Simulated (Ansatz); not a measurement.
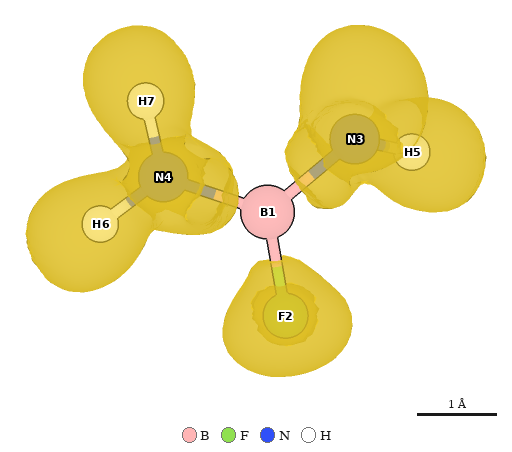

BFH$_{3}$N$_{2}$ (doublet). Isosurface of the electron localisation function at 0.75 (yellow), seen across its widest extent. Core shells and regions of very low density are left out.

Geometry: r2SCAN-D4/def2-SVP.

These are results of isolated molecule in a Gaussian basis; Kohn-Sham density functional theory, functional PBE0 in Ansatz 0.2.0, not measurements.

```xyz
7

B    -0.1203   -0.5191   -0.6833
F    -0.5495    0.4671   -1.5007
N    -0.7215   -1.8368   -0.7436
N     0.8745   -0.2303    0.2641
H    -0.8408   -2.1596   -1.7122
H     1.3769    0.6485    0.2811
H     1.1876   -0.9152    0.9395
```

**What do the ELF domains correspond to?**

The ELF exceeds this value in one region on F in which the atom's valence shell and bonds are merged and two joined regions spread over several atoms (H, N), in which their bonds and any lone pairs are merged.

Values along the shortest contacts:
B–F (1.35 Å): the ELF peaks at about 0.85 between the atoms; a polar covalent bond. B–N (1.40 Å): the ELF peaks at about 0.95 between the atoms; a polar covalent bond.
